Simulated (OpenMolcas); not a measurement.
Multiconfigurational calculation: Dy²⁺ complex (part 2 of 2)

The same run, continued: Dy²⁺ with 6 ligands (F; trigonal antiprism, 2.43 Å), neutralised by 6 outer point charges of +0.67 e, whose field is part of the energies. Method: state-averaged CASSCF, active space 10 electrons in the shell 4f, basis ANO-RCC-VDZP on the metal and ANO-RCC-VDZP on the ligands, DKH2 scalar Hamiltonian, spin-orbit coupling by RASSI with atomic mean-field integrals (OpenMolcas).

## The program's output (extracts), continued
```
--- RASSI ---
SPIN-FREE ENERGIES:
  (Shifted by EMIN (a.u.) =     -12745.0378159855)

 SF State       Relative EMIN(au)   Rel lowest level(eV)    D:o, cm**(-1)

     1             0.0000000000        0.0000000000              0.0000
     2             0.0002451272        0.0066702499             53.7992
     3             0.0002451286        0.0066702877             53.7995
     4             0.0003557261        0.0096798006             78.0729
     5             0.0004709793        0.0128159998            103.3680
     6             0.0004709812        0.0128160522            103.3684
     7             0.0011836666        0.0322092084            259.7848
     8             0.0011836666        0.0322092084            259.7848
     9             0.0012224179        0.0332636869            268.2897
    10             0.0014331372        0.0389976486            314.5372
    11             0.0014740415        0.0401107113            323.5147
    12             0.0014844596        0.0403942036            325.8012
    13             0.0014844596        0.0403942036            325.8012
    14             0.0746337482        2.0308877479          16380.2144
    15             0.0750669892        2.0426768369          16475.2998
    16             0.0751689802        2.0454521539          16497.6842
    17             0.0751689811        2.0454521780          16497.6844
    18             0.0754673788        2.0535719929          16563.1751
    19             0.0760125786        2.0684076353          16682.8327
    20             0.0760125799        2.0684076715          16682.8330
    21             0.0762207484        2.0740722236          16728.5206
    34             0.0891869266        2.4268999078          19574.2678
    35             0.0891897489        2.4269767054          19574.8873
    36             0.0891897489        2.4269767054          19574.8873
    37             0.0891938657        2.4270887301          19575.7908
    38             0.0891960774        2.4271489129          19576.2762
    39             0.0891960774        2.4271489129          19576.2762
    40             0.0894164128        2.4331445467          19624.6342
    41             0.0894164128        2.4331445467          19624.6342
    42             0.0894278910        2.4334568835          19627.1534
    43             0.0894423290        2.4338497620          19630.3222
    44             0.0894811440        2.4349059706          19638.8411
    45             0.0894811440        2.4349059706          19638.8411
    46             0.0895375946        2.4364420698          19651.2306
    47             0.0895375946        2.4364420698          19651.2306
    48             0.0895569046        2.4369675213          19655.4686
    49             0.1136847423        3.0935194342          24950.9169
    50             0.1136885731        3.0936236733          24951.7577
    51             0.1136885738        3.0936236931          24951.7578
    52             0.1137421803        3.0950824004          24963.5231
Eigenvalues of complex Hamiltonian:
   -----------------------------------
  (Shifted by EMIN (a.u.) =     -12745.0378159855)

 SO State       Relative EMIN(au)   Rel lowest level(eV)    D:o, cm**(-1)

     1            -0.0296875809        0.0000000000              0.0000
     2            -0.0296810129        0.0001787253              1.4415
     3            -0.0296810117        0.0001787582              1.4418
     4            -0.0296102453        0.0021044108             16.9732
     5            -0.0296102440        0.0021044447             16.9735
     6            -0.0295426547        0.0039436421             31.8076
     7            -0.0290278558        0.0179520363            144.7929
     8            -0.0290278556        0.0179520399            144.7930
     9            -0.0289569257        0.0198821407            160.3603
    10            -0.0289569253        0.0198821523            160.3604
    11            -0.0289319578        0.0205615515            165.8401
    12            -0.0289117998        0.0211100797            170.2643
    13            -0.0288468078        0.0228786015            184.5284
    14            -0.0286021579        0.0295358641            238.2228
    15            -0.0286021578        0.0295358682            238.2228
    16            -0.0285880019        0.0299210692            241.3297
    17            -0.0285880018        0.0299210727            241.3297
    18            -0.0101493278        0.5316629529           4288.1509
    19            -0.0101394449        0.5319318796           4290.3199
    20            -0.0101394438        0.5319319096           4290.3202
    21            -0.0101149221        0.5325991780           4295.7021
    22            -0.0101149212        0.5325992024           4295.7023
    23            -0.0101021919        0.5329455843           4298.4960
    24            -0.0098618785        0.5394848473           4351.2387
    25            -0.0098435733        0.5399829558           4355.2563
    26            -0.0098435727        0.5399829736           4355.2564
    27            -0.0097677153        0.5420471567           4371.9052
    28            -0.0097677152        0.5420471597           4371.9052
    29            -0.0096135438        0.5462423775           4405.7419
    30            -0.0095972455        0.5466858763           4409.3190
    31            -0.0093762081        0.5527006101           4457.8311
    32            -0.0093762081        0.5527006103           4457.8311
    33             0.0041501138        0.9207705799           7426.5156
    34             0.0041737654        0.9214141734           7431.7065
    35             0.0041737663        0.9214141978           7431.7067
    36             0.0042545708        0.9236130005           7449.4412
    37             0.0042545711        0.9236130087           7449.4413
    38             0.0043615941        0.9265252517           7472.9301
    39             0.0043709935        0.9267810248           7474.9931
    40             0.0044328888        0.9284652814           7488.5775
    41             0.0044328891        0.9284652877           7488.5776
Weights of the five most important spin-orbit-free states for each spin-orbit state.

 SO State  Total energy (au)           Spin-free states, spin, and weights
 -------------------------------------------------------------------------------------------------------
    1        -0.029688       1 2.0  0.2535    2 2.0  0.2289    3 2.0  0.2289    5 2.0  0.1113    6 2.0  0.1113
    2        -0.029681       2 2.0  0.2781    1 2.0  0.2578    4 2.0  0.1303    6 2.0  0.1059    5 2.0  0.0969
    3        -0.029681       3 2.0  0.2780    1 2.0  0.2578    4 2.0  0.1303    5 2.0  0.1059    6 2.0  0.0969
    4        -0.029610       5 2.0  0.2562    4 2.0  0.2244    1 2.0  0.1456    3 2.0  0.1216    2 2.0  0.1163
    5        -0.029610       6 2.0  0.2562    4 2.0  0.2244    1 2.0  0.1456    2 2.0  0.1216    3 2.0  0.1163
    6        -0.029543       6 2.0  0.2384    5 2.0  0.2383    4 2.0  0.2327    3 2.0  0.1129    2 2.0  0.1129
    7        -0.029028       7 2.0  0.1777    8 2.0  0.1674   13 2.0  0.1240    9 2.0  0.1156    4 2.0  0.0907
    8        -0.029028       8 2.0  0.1777    7 2.0  0.1674   12 2.0  0.1240    9 2.0  0.1156    4 2.0  0.0907
    9        -0.028957       7 2.0  0.3260    9 2.0  0.2865    5 2.0  0.0715    3 2.0  0.0489    6 2.0  0.0402
   10        -0.028957       8 2.0  0.3260    9 2.0  0.2865    6 2.0  0.0715    2 2.0  0.0489    5 2.0  0.0402
   11        -0.028932      13 2.0  0.1740   12 2.0  0.1740    8 2.0  0.1303    7 2.0  0.1303    3 2.0  0.0887
   12        -0.028912       9 2.0  0.3703    8 2.0  0.1708    7 2.0  0.1708    6 2.0  0.0579    5 2.0  0.0579
```

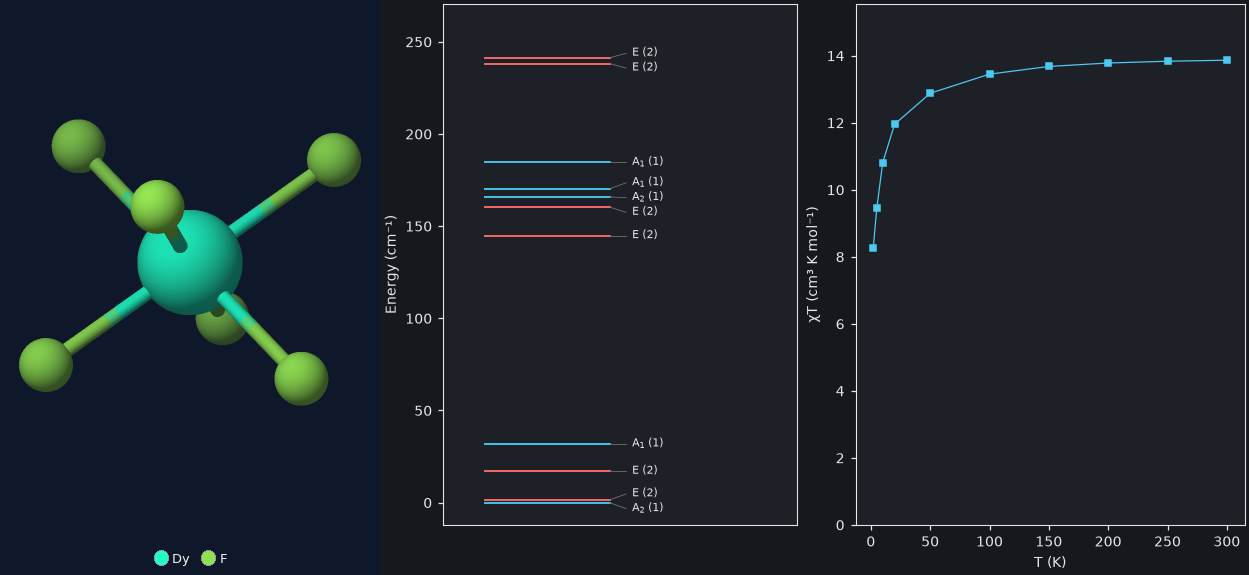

*Dy²⁺ (4f¹⁰) with 6 ligands, F⁻, at 2.43 Å (arrangement: trigonal antiprism, D3d), axial distortion 1.06, neutralised by outer point charges of +0.67 e, and its levels and susceptibility. Labels give the representation in O, Td, D4 or D3 as the site allows (double group for half-integer spin) where it could be assigned and, in brackets, the degeneracy; spin-free states, where drawn, share the zero of the spin-orbit levels. Powder susceptibility by Van Vleck's formula.*

The ground level is A₂, non-degenerate, 95 % from states of spin multiplicity 5 (of the 210 states of multiplicity 3, 106 enter the spin-orbit step). The next level lies at 1.4 cm⁻¹ (E). The lowest J multiplet spreads over 241 cm⁻¹. χT is 8.25 cm³ K mol⁻¹ at 2 K and 13.9 at 300 K, an effective moment of 10.53 μB. The active orbitals hold 100 % metal character (Löwdin), and the Mulliken charge of the metal is +1.83.

## Input
```
&GATEWAY
Coord
7

Dy 0.0 0.0 0.0
F 0.000000 2.061201 1.286993
F -1.785052 -1.030600 1.286993
F 1.785052 -1.030600 1.286993
F 0.000000 -2.061201 -1.286993
F 1.785052 1.030600 -1.286993
F -1.785052 1.030600 -1.286993
Basis=Dy.ANO-RCC-VDZP,F.ANO-RCC-VDZP
Group=XYZ
NoMove
AngMom=0.0 0.0 0.0
AMFI
RICD
XField
3 Angstrom 0
0.000000 4.436247 2.769948 0.666667
3.841902 -2.218123 2.769948 0.666667
3.841902 2.218123 -2.769948 0.666667
&SEWARD
&RASSCF
FileOrb=start.orb
Symmetry=1
Spin=5
nActEl=10 0 0
Inactive=30 27
Ras2=0 7
CIRoot=35 35 1
SDav=35
CIMx=300
Iter=150 100
PrWF=0.3
OrbListing=Nothing
MaxOrb=0
LevShft=1.0
>>> COPY $Project.JobIph JOB001
&RASSCF
FileOrb=start.orb
Symmetry=1
Spin=3
nActEl=10 0 0
Inactive=30 27
Ras2=0 7
CIRoot=162 162 1
SDav=210
CIMx=300
Iter=150 100
PrWF=0.3
OrbListing=Nothing
MaxOrb=0
CIOnly
LevShft=1.0
>>> COPY $Project.JobIph JOB002
&RASSCF
FileOrb=start.orb
Symmetry=1
Spin=1
nActEl=10 0 0
Inactive=30 27
Ras2=0 7
CIRoot=162 162 1
SDav=196
CIMx=300
Iter=150 100
PrWF=0.3
OrbListing=Nothing
MaxOrb=0
CIOnly
LevShft=1.0
>>> COPY $Project.JobIph JOB003
&RASSI
NrOfJobIphs=3 33 106 31
1 2 3 4 5 6 7 8 9 10 11 12 13 14 15 16 17 18 19 20 21 22 23 24 25 26 27
28 29 30 31 32 33
1 2 3 4 5 6 7 8 9 10 11 12 13 14 15 16 17 18 19 20 21 22 23 24 25 26 27
28 29 30 31 32 33 34 35 36 37 38 39 40 41 42 43 44 45 46 47 48 49 50 51
52 53 54 55 56 57 58 59 60 61 62 63 64 65 66 67 68 69 70 71 72 73 74 75
76 77 78 79 80 81 82 83 84 85 86 87 88 89 90 91 92 93 94 95 96 97 98 99
100 101 102 103 104 105 106
1 2 3 4 5 6 7 8 9 10 11 12 13 14 15 16 17 18 19 20 21 22 23 24 25 26 27
28 29 30 31
IphNames
JOB001
JOB002
JOB003
EJob
SpinOrbit
DIPRint=1.0
SOCoupling=1000.0
Subsets=2
Property=9
'ANGMOM' 1 'ANGMOM' 2 'ANGMOM' 3 'MLTPL  1' 1 'MLTPL  1' 2 'MLTPL  1' 3
'AMFI' 1 'AMFI' 2 'AMFI' 3
SOProperty=3
'ANGMOM' 1 'ANGMOM' 2 'ANGMOM' 3
```

The file start.orb holds starting orbitals from an earlier step. A driver script formed the levels outside the program, from RASSI's spin-orbit matrix and the active-space energies, averaged over the components of each term or state.

Run as:
```bash
OMP_NUM_THREADS=1 MOLCAS_MEM=2457 MOLCAS_PROJECT=a pymolcas a.inp > a.log  # once for each step of the input, in one work folder
```

## Summary

- outcome: converged
- energy of the lowest spin-free term: −12745.03782 hartree
- energy of the lowest spin-orbit level: −12745.06750 hartree
- largest spread among components of a term: 0.1 cm⁻¹
- hardware: 1 thread of Arm Neoverse V1, 24 GiB of memory available, shared host
- wall time: 1.7 min
- peak memory: 0.6 GiB

## Remarks

Without dynamic correlation the splittings between terms come out too large, often by 20 to 50 %. To bear in mind: high states of lower spin left out of the spin-orbit mixing; distances are set from ionic radii, not optimised; spin-free states above about 43,000 cm⁻¹ are left out of the spin-orbit step.
